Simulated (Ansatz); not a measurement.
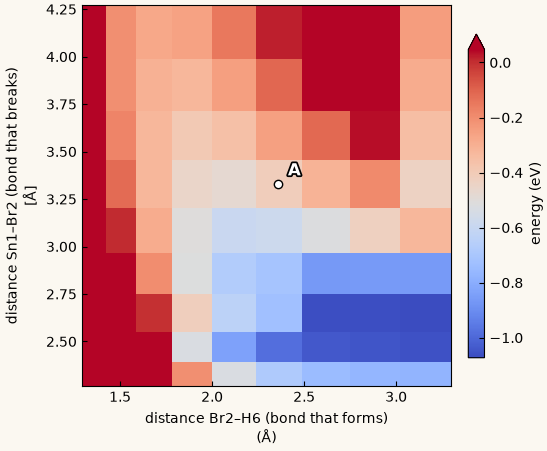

The reacting system BrH₆NSn (fragments BrH₃Sn + H₃N where the first distance is long, BrH₆NSn where the second is long). 
- First axis: distance Br2–H6 (bond that forms). Second axis: distance Sn1–Br2 (bond that breaks).
- Relaxed at each point: all other coordinates.
- The scan uses a 9 × 9 grid.
- Points are written as (first, second).
- All energies are given in eV relative to a guessed transition structure relaxed with its forming and breaking bonds held.
- Energies and slopes of some neighbouring points disagree (a jump in structure or state, or too coarse a mesh). The reference is spin-restricted, so regions where a bond is pulled apart into radicals lie too high.
- Method: RKS PBE-D4/def2-SVP in Ansatz.

The picture shows one coloured cell a grid point, one colour for all values above the top of the scale, the point A.

Question: Which way does the force act at A, and how strong is it?

Answer: A, at (2.359 Å, 3.331 Å), is not a stationary point. The computed force is 0.35 eV for each Å towards smaller values of the first coordinate and 0.68 eV for each Å towards smaller values of the second coordinate.
